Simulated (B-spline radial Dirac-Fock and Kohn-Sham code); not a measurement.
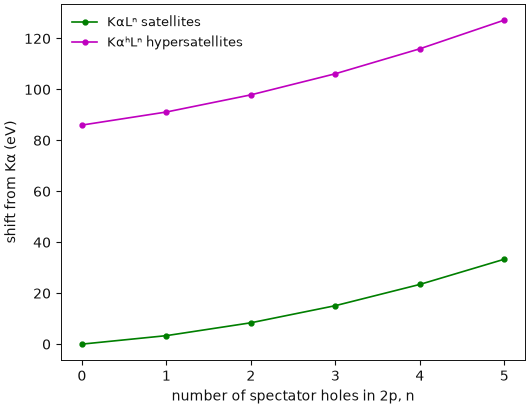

Shifts of Kα satellites and hypersatellites with the number of spectator holes in 2p, counted from the Kα line without spectators. Species: fluorine in charge state −1 (F⁻). Computed with a B-spline radial code: Dirac–Fock ΔSCF (average of configuration, Fermi nucleus, Breit and QED terms, no correlation).

How far above Kα is the hypersatellite?

86.0 eV as an average over the ¹P and ³P final terms; Kα itself is at 677.6 eV. In light elements only ¹P radiates, so the observed line lies somewhat lower.

What is the shift of the ordinary satellite (one 1s hole) with 5 spectator holes?

33.3 eV.
